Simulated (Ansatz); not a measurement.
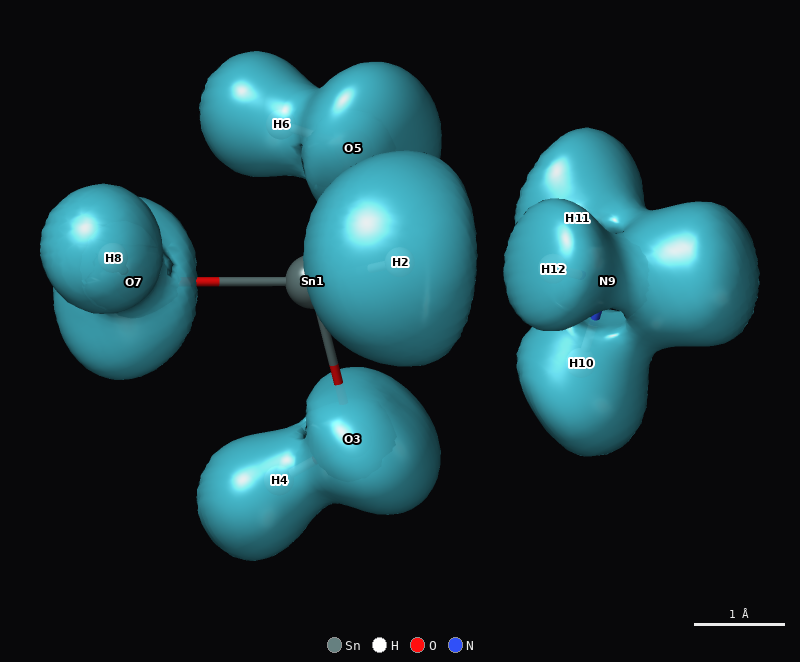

The picture shows: H₄O₃Sn···NH₃. Isosurface of the electron localisation function at 0.75 (cyan), seen across its widest extent. Only the valence region is drawn (cores and ρ < 0.01 e/Å³ removed).

Core potentials replace the inner electrons of Sn; not at a stationary point (largest force 0.8 eV/Å).

The calculation used RKS PBE-D4/def2-SVP in Ansatz 0.2.0.

```xyz
12

Sn   -0.0803   -0.1779    0.1392
H    -0.0339   -0.0166    1.8672
O     1.7933   -0.2738   -0.5594
H     1.8559   -0.9916   -1.2241
O    -0.9847    1.4564   -0.5862
H    -1.5186    1.2078   -1.3711
O    -1.0250   -1.7718   -0.6409
H    -1.5028   -2.2455    0.0687
N     1.4514    2.3610    1.5690
H     2.1753    1.8981    0.9980
H     0.7841    2.7675    0.8949
H     0.9282    1.5809    2.0286
```

Question: Identify the bonds, lone pairs and shells in this picture.

Answer: The ELF exceeds this value in one region around a hydrogen nucleus, one joined region spread over several atoms (H, N), in which their bonds and any lone pairs are merged and three joined regions spread over several atoms (H, O), in which their bonds and any lone pairs are merged. Profiles from the grid: Sn1···H12 (2.77 Å): the ELF dips to about 0.10 between them. Sn–O (2.00 Å): the ELF peaks at about 0.85 in the valence shell of O, 0.6 Å from its nucleus, and drops to about 0.15 between the two atoms.
